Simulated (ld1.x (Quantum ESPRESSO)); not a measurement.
## Pseudopotential generation: Rh (part 2 of 2)

Continued. System: rhodium (Rh, Z = 45), core [Kr], reference valence 4d8 5s0.5 5p0.5, valence charge 9. Method: TM potential, LDA (PZ), scalar-relativistic, made with ld1.x (Quantum ESPRESSO) 7.5.

### Output of the test run (extracts), continued
```
     ---------------------- Testing the pseudopotential ----------------------

     Rh
     scalar relativistic calculation

     atomic number is 45.00   valence charge is  9.00
     dft =PZ   lsd =1 sic =0 latt =0  beta=0.20 tr2=1.0E-14
     mesh =1233 r(mesh) =  98.82371 xmin = -7.00 dx = 0.01250

     n l     nl             e AE (Ry)        e PS (Ry)    De AE-PS (Ry)
     3 2     4D   1( 5.00)       -0.54909       -0.54906       -0.00003
     1 0     5S   1( 0.50)       -0.40716       -0.40719        0.00004
     2 1     5P   1( 0.50)       -0.12375       -0.12362       -0.00012
     3 2     4D   2( 3.00)       -0.45725       -0.45410       -0.00315
     1 0     5S   2( 0.00)       -0.33834       -0.33834        0.00000
     2 1     5P   2( 0.00)       -0.07761       -0.07743       -0.00018

     eps = 3.0E-15  iter = 15

     Etot =   -9558.924489 Ry,   -4779.462245 Ha, -130055.793186 eV
     Etotps =   -60.604277 Ry,     -30.302139 Ha,    -824.563198 eV
     dEtot_ae =      -0.059617 Ry
     dEtot_ps =      -0.061331 Ry,   Delta E=       0.001714 Ry

     Ekin =      43.571341 Ry,      21.785670 Ha,     592.818293 eV
     Encl =    -101.237237 Ry,     -50.618619 Ha,   -1377.402780 eV
     Ehrt =      41.951301 Ry,      20.975651 Ha,     570.776528 eV
     Ecxc =     -27.275848 Ry,     -13.637924 Ha,    -371.106821 eV
     (Ecc =     -15.498478 Ry,      -7.749239 Ha,    -210.867535 eV)
     Epseu=     -17.613834 Ry,      -8.806917 Ha,    -239.648417 eV

     ---------------------- End of pseudopotential test ----------------------

     ---------------------- Testing the pseudopotential ----------------------

     Rh
     scalar relativistic calculation

     atomic number is 45.00   valence charge is  9.00
     dft =PZ   lsd =1 sic =0 latt =0  beta=0.20 tr2=1.0E-14
     mesh =1233 r(mesh) =  98.82371 xmin = -7.00 dx = 0.01250

     n l     nl             e AE (Ry)        e PS (Ry)    De AE-PS (Ry)
     3 2     4D   1( 5.00)       -0.48855       -1.05448        0.56593  !
     1 0     5S   1( 1.00)       -0.36465       -0.61214        0.24749  !
     2 1     5P   1( 0.00)       -0.08633       -0.07374       -0.01259  !
     3 2     4D   2( 3.00)       -0.39343       -0.96846        0.57503  !
     1 0     5S   2( 0.00)       -0.29272       -0.29272        0.00000
     2 1     5P   2( 0.00)       -0.04481       -0.05826        0.01344  !

     eps = 9.6E-15  iter = 27

     Etot =   -9559.064571 Ry,   -4779.532285 Ha, -130057.699090 eV
     Etotps =   -60.759559 Ry,     -30.379779 Ha,    -826.675911 eV
     dEtot_ae =      -0.199699 Ry
     dEtot_ps =      -0.216613 Ry,   Delta E=       0.016914 Ry

     Ekin =      43.464143 Ry,      21.732072 Ha,     591.359797 eV
     Encl =     -96.636509 Ry,     -48.318254 Ha,   -1314.806683 eV
     Ehrt =      37.583473 Ry,      18.791736 Ha,     511.349196 eV
     Ecxc =     -26.985192 Ry,     -13.492596 Ha,    -367.152238 eV
     (Ecc =     -15.498478 Ry,      -7.749239 Ha,    -210.867535 eV)
     Epseu=     -18.185474 Ry,      -9.092737 Ha,    -247.425983 eV

     ---------------------- End of pseudopotential test ----------------------
```

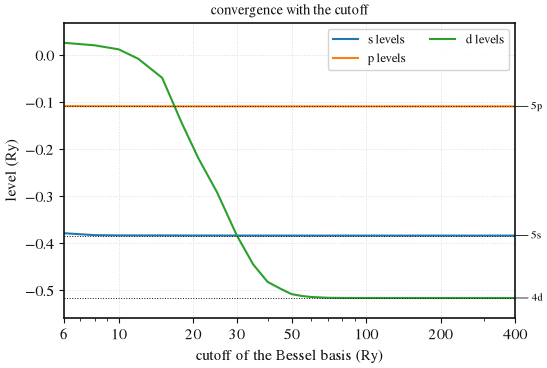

Fig. 1: The pseudo-atom Hamiltonian at the reference potential is diagonalised in spherical Bessel functions (20 bohr box) up to the cutoff. Curves: the lowest levels of each channel that holds a bound state. Dotted lines: the all-electron valence levels.

- Ghost states: no ghost state below the valence levels in the s, p, d, f channels. The curves of the valence states settle on the dotted lines.
- All-electron valence levels: 5s: -0.38 Ry; 5p: -0.11 Ry; 4d: -0.52 Ry.

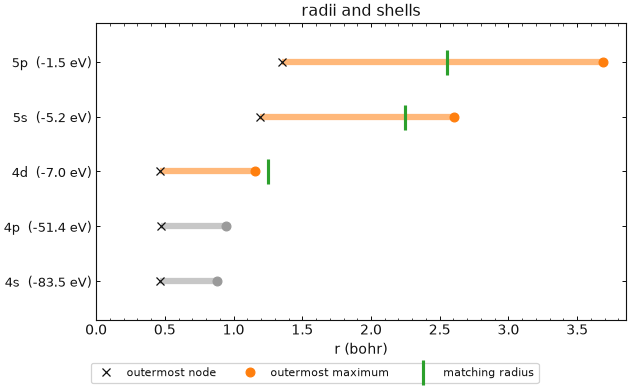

Fig. 2: Outer shells of the all-electron reference atom: each bar runs from the outermost node (or the nucleus) to the outermost maximum of u(r); the tick is the radius chosen for the pseudo-wave. Shells without a tick have no pseudo-wave of their own. Levels, nodes and maxima are from ld1.x, scalar-relativistic.

- Radii against the shells: 4d: 1.25 bohr, outside the maximum; 5s: 2.25 bohr, between node and maximum; 5p: 2.55 bohr, between node and maximum.

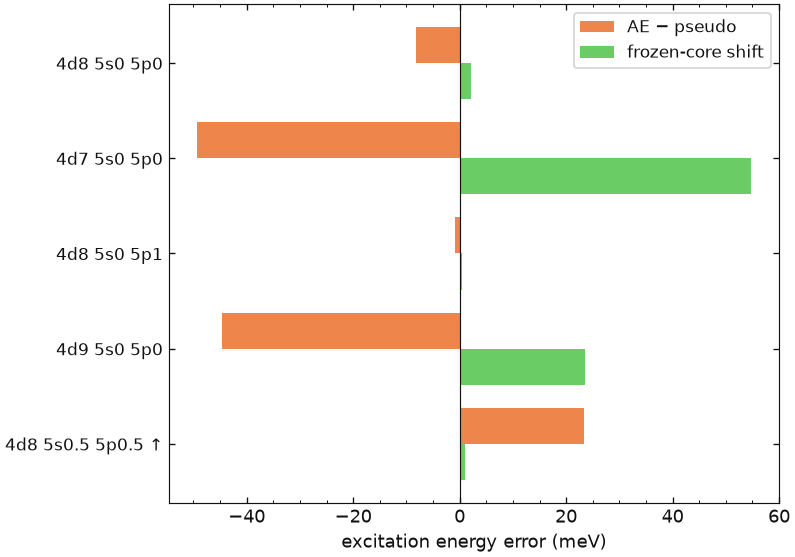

Fig. 3: Errors, all-electron minus pseudo, of the energies of valence configurations relative to the unpolarised reference 4d8 5s0.5 5p0.5. An arrow marks spin-polarised runs filled by Hund’s rule. The frozen-core shift is the all-electron excitation energy with the core held at its reference shape less the relaxed one. Not all tests gave a result: 4 of 9 tests not solved.

- Worst configuration: 4d7 5s0 5p0 (charge +2): the error is -49 meV on an all-electron energy of +25.72 eV relative to the reference, or 0.19 %.
- Frozen-core shift where the error is largest: +55 meV, beside an error of -49 meV. Freezing the core raises the excitation energy, so by itself it would give an error of -55 meV; the rest, +5.4 meV, comes from the pseudisation.
- Configurations within 10 meV and within 50 meV: 2 and 5 of 5.
- Errors in meV: 4d8 5s0 5p0: -8.2; 4d7 5s0 5p0: -49; 4d8 5s0 5p1: -0.8; 4d9 5s0 5p0: -45; 4d8 5s0.5 5p0.5 ↑: +23.

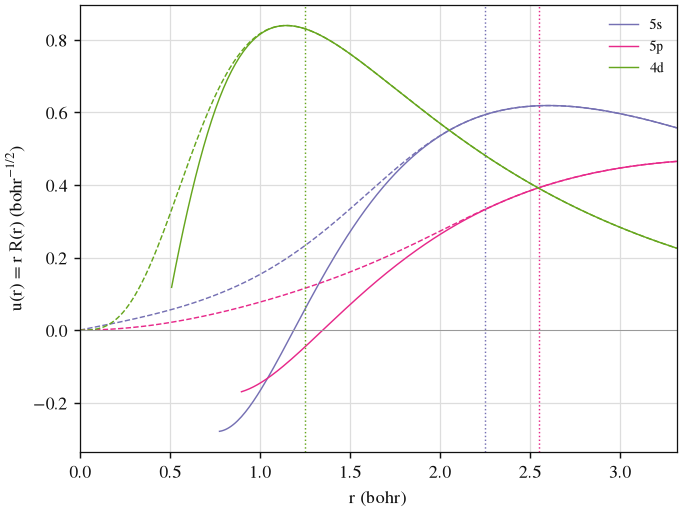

Fig. 4: Partial waves u(r) = r R(r), all-electron (solid) and pseudo (dashed). Dotted lines mark the matching radii. The innermost oscillations of some all-electron curves aren't drawn. Pseudo-waves: 5s has no node; 5p has no node; 4d has no node.

Outcome of the run: generated, with a spurious state above the valence levels.
